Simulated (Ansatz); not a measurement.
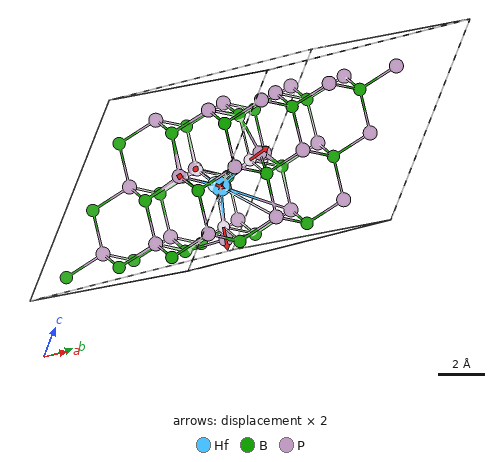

A relaxation of a defect cell of composition HfB26P27. The starting structure is drawn faded, the final one solid; red arrows show the displacements, 2 times their true length.

The picture is a ball-and-stick view of the cell of the calculation (origin shifted), seen from a free direction.

These are results of DFT, PBE, plane-wave PAW, default files, scalar-relativistic in Ansatz, not measurements. Settings: plane-wave cutoff 420 eV; k-point mesh 3 × 3 × 3; occupations fermi dirac; smearing width 0.01 eV; collinear spin; atoms relaxed in a fixed cell; force threshold 0.03 eV/Å; at most 40 steps.

Question: Describe the change and its energy.

Answer: After 7 accepted moves (8 points after the start) the energy has fallen by 9.499 eV per cell of the calculation. The largest force component goes from 11 to 0.017 eV/Å. 1 step only repeated the SCF at the same geometry. The largest moves, 0.55 Å, are those of P atoms. By element the largest moves are P 0.55 Å, Hf 0.24 Å, B 0.09 Å. The lattice vectors keep their values. Near-neighbour distances that change, for instance: P–P 3.209 → 2.763 Å, Hf–P 1.898 → 2.329 Å, P–P 3.209 → 2.814 Å, Hf–P 2.037 → 2.384 Å. Among the angles between lasting bonds that change: Hf–P–B 108.0° → 90.3°, P–B–P 109.5° → 92.4°, P–B–P 109.5° → 93.5°. The program noted that the starting moments weren't kept. The run took 8 min on 4 threads of Intel(R) Xeon(R) Platinum 8375C CPU @ 2.90GHz (Ice Lake), on a shared host, peak memory 3.5 GiB.
